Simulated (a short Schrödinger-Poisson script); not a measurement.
Stack: symmetric double-gate stack, SiO2 on p-type Si(111), at 300 K.

| layer | material | thickness (nm) | Na (cm⁻³) |
|---|---|---|---|
| 1 | SiO2 | 2.9 | - |
| 2 | Si | 5 | 2e17 |
| 3 | SiO2 | 2.9 | - |

Constants are typed, rounded textbook-type inputs, not results; the design itself was drawn at random and stands for no fabricated device. SiO2: permittivity 3.9, conduction-band edge (eV) 3.15, gap (eV) 9, electron mass (mₑ) 0.5. Si: permittivity 11.7, conduction-band edge (eV) 0, gap (eV) 1.124, Nv at 300 K (cm⁻³) 3.1e19.

Channel valleys (confinement mass, in-plane density-of-states mass, number): Δ6 0.258, 0.358, 6. At the gates, both at one voltage, the conduction-band edge of layer 1 lies 3.69 eV − eVg above the Fermi level of the channel. Gaps are held at their typed values at every temperature. Mesh 0.03 nm at interfaces.

From a short Schrödinger-Poisson script (our own, NumPy): 1D Poisson equation in equilibrium, electrons quantum, Hartree (BenDaniel-Duke, 12 states a valley, the channel's in-plane mass for all, wave functions free to enter the dielectric), parabolic valleys, classical holes, full ionisation, no traps, pinning or gate leakage.

Only gate voltages with over 1e8 electrons/cm² are shown.

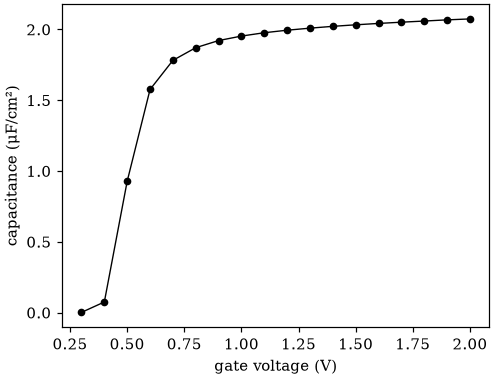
Quasi-static capacitance against gate voltage

```csv
Vg (V),electrons (cm⁻²),C (μF/cm²),Δ6 E0 (meV),Δ6 E1 (meV)
0.3,2.68e8,< 0.003,294.1,433.6
0.4,1.23e10,0.0751,195.0,334.5
0.5,2.71e11,0.928,115.0,253.8
0.6,1.09e12,1.58,78.6,215.1
0.7,2.15e12,1.78,60.5,194.2
0.8,3.29e12,1.87,48.8,179.6
0.9,4.47e12,1.92,40.2,168.0
1,5.68e12,1.95,33.4,158.2
1.1,6.91e12,1.98,27.7,149.5
1.2,8.15e12,1.99,22.7,141.7
1.3,9.40e12,2.01,18.4,134.4
1.4,1.07e13,2.02,14.4,127.7
1.5,1.19e13,2.03,10.9,121.4
1.6,1.32e13,2.04,7.6,115.5
1.7,1.45e13,2.05,4.5,109.9
1.8,1.58e13,2.06,1.6,104.5
1.9,1.70e13,2.07,-1.0,99.4
2,1.83e13,2.07,-3.6,94.5
```

Subbands count from the Fermi level. The capacitance is that of both gates.
